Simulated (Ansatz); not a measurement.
The starting structures come from a database of crystals and need not be the phases stable at ambient conditions.

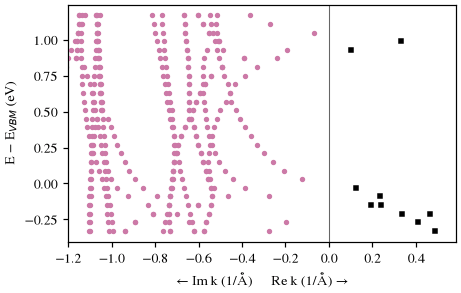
Complex bands at the centre of the two-dimensional zone; r2SCAN in Ansatz (an electronic-structure program)

The gap is the functional's own. No spin-orbit coupling. Mid-gap values are interpolated on the energy grid.

This is K3MnCrO8 (R3m, not sure to be the ambient phase, 13 atoms a cell, 16.6 Å³ an atom, -5 GPa at this level) along the normal of (101). Read off the slowest decay at the centre of the two-dimensional zone at 0.45 eV, the computed energy nearest the middle of the gap.

κ ≈ 0.41 1/Å, a decay length 1/(2κ) of the density of 1.2 Å.
